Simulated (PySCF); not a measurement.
EPR calculation, with input and output: C7H7O2

- system: C7H7O2, multiplicity 2, SMILES CC(=O)O[C]1C=CC=C1
- method: UKS B3LYP, pcH-1 on C H O, non-relativistic, mean-field spin-orbit, GIAO (PySCF 2.14.0)

It belongs to a series of runs on one base structure; here: X = H replaced by OCOCH3.

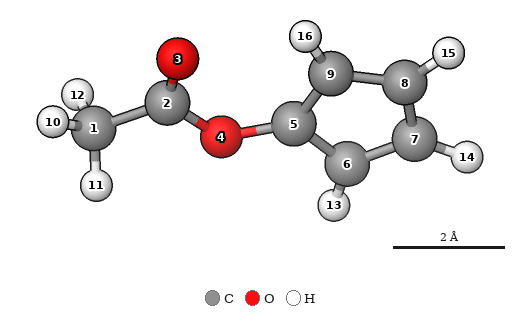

*The input geometry (ball-and-stick view, seen at a tilt; atoms are numbered from 1 in the order of the input).*

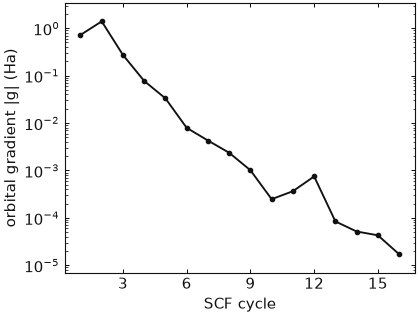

*Convergence of the self-consistent field: orbital gradient |g| against the SCF cycle.*

All cycles printed in the log are drawn one after another.

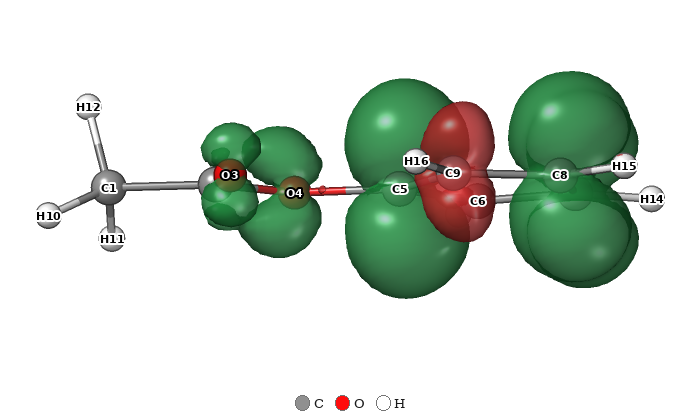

*Isosurfaces of the spin density (α minus β) at +0.02 (green) and −0.02 e/Å³ (red), seen from the side.*

The unpaired spin (1 electron) lies mostly on C5 (about 0.3), C8 (about 0.3), C7 (about 0.2) and O4 (about 0.1), in electrons by Hirshfeld's partition.

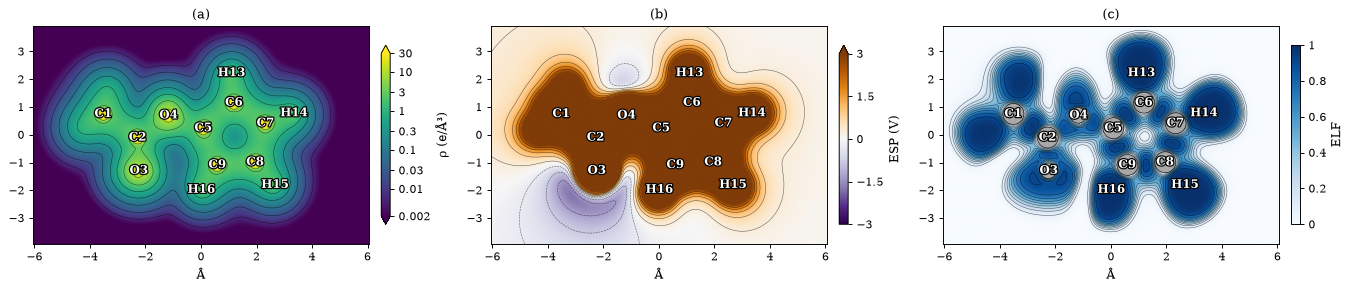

*(a) total electron density; (b) molecular electrostatic potential; (c) ELF on the plane of atoms C7, C6 and H13. Grey discs, where drawn, cover atomic cores.*

Atoms in the plane: C, O and H. C–O (1.20 Å): ρ is about 3.3 e/Å³ halfway; the ELF peaks at about 0.90 between the atoms; a double or triple bond. C–C (1.36 Å): ρ is about 2.2 e/Å³ halfway; the ELF peaks at about 0.95 between the atoms; a multiple bond by its length, whose ELF region spreads away from the axis. C–H (1.07 Å): ρ at the midpoint is about 2.1 e/Å³; the ELF climbs to about 1 towards the hydrogen, as it does in any bond to H; a covalent bond by its length. C–O (1.35 Å): ρ at the midpoint is about 2.3 e/Å³, with its minimum of 1.9 e/Å³ about 0.5 Å from C; the ELF peaks at about 0.90 between the atoms, which marks a polar covalent bond. C–C (1.42 Å): ρ at the midpoint is about 2 e/Å³; the ELF peaks at about 0.95 between the atoms (a shared electron pair).

The input that produced these results follows, with the program's output.

**Input**
```
{"job": {"kind": "epr", "basis": "pcH-1"}, "charge": 0, "multiplicity": 2}
C      3.091439    -0.302457    -0.255292
C      1.775609    -0.016661     0.412229
O      1.620691     0.259819     1.567951
O      0.771998    -0.130789    -0.497042
C     -0.532669     0.019861    -0.201807
C     -1.524305    -0.081411    -1.235884
C     -2.734106     0.104444    -0.648242
C     -2.522182     0.324632     0.772559
C     -1.181872     0.273009     1.034066
H      3.891136     0.186051     0.293217
H      3.074042     0.029095    -1.289320
H      3.262686    -1.378031    -0.239069
H     -1.303675    -0.267356    -2.268143
H     -3.694326     0.096472    -1.127964
H     -3.306213     0.496770     1.485837
H     -0.695852     0.395497     1.980735
```

The first line tells a small driver script what to run in PySCF; the rest is the geometry in Å.

Command:
```bash
OMP_NUM_THREADS=1 python <driver script> task.json out
```

**Output**
```
UKS, coarse grid
  cycle   1  E = -421.17400021  |g| = 7.20e-01
  cycle   2  E = -420.64123208  |g| = 1.39e+00
  cycle   3  E = -421.34592020  |g| = 2.73e-01
  cycle   4  E = -421.37321951  |g| = 7.71e-02
  cycle   5  E = -421.37482968  |g| = 3.31e-02
  cycle   6  E = -421.37529504  |g| = 7.92e-03
  cycle   7  E = -421.37533159  |g| = 4.28e-03
  cycle   8  E = -421.37534387  |g| = 2.36e-03
  cycle   9  E = -421.37534969  |g| = 1.01e-03
  cycle  10  E = -421.37535057  |g| = 2.48e-04
UKS, final grid
  cycle   1  E = -421.37536987  |g| = 3.65e-04
  cycle   2  E = -421.37536974  |g| = 7.48e-04
  cycle   3  E = -421.37536996  |g| = 8.42e-05
  cycle   4  E = -421.37536997  |g| = 5.16e-05
  cycle   5  E = -421.37536998  |g| = 4.29e-05
  cycle   6  E = -421.37536998  |g| = 1.71e-05
E = -421.37536998 Eh   <S^2> = 0.7620 (exact 0.7500)
g shifts (ppm)      1          2          3
  rmc          -165       -165       -165
  gc             -2         42         28
  oz_so          -7        364       1461
  total        -174        240       1323
hyperfine (MHz)  atom isotope    a_iso     a_fc   dipolar eigenvalues
    0   13C      -1.95      -1.95     -0.37     -0.06      0.43
    1   13C       0.62       0.62     -2.14     -0.27      2.41
    2   17O      -1.99      -1.99     -9.63      4.53      5.11
    3   17O      -8.10      -8.10    -26.61     12.56     14.04
    4   13C      45.35      45.35    -44.65    -43.96     88.61
    5   13C     -19.90     -19.90     -0.36      0.12      0.24
    6   13C       8.40       8.40    -20.51    -19.13     39.64
    7   13C      21.86      21.86    -29.86    -28.18     58.04
    8   13C     -27.89     -27.89    -12.38      6.15      6.23
    9    1H       0.68       0.68     -0.79     -0.68      1.47
   10    1H       1.30       1.30     -1.21     -1.14      2.35
   11    1H       5.35       5.35     -1.04     -0.84      1.88
   12    1H      -1.40      -1.40     -3.40     -2.45      5.85
   13    1H     -17.98     -17.98    -11.16     -2.24     13.39
   14    1H     -25.42     -25.42    -15.22     -1.79     17.01
   15    1H       3.95       3.95     -3.85      0.20      3.65
```

**Summary**

- outcome: converged
- total energy: −421.375370 hartree
- ⟨S²⟩: 0.762
- isotropic g: 2.0028
- hardware: 1 CPU thread, shared host
- wall time: 93 s
- peak memory: 1.1 GiB
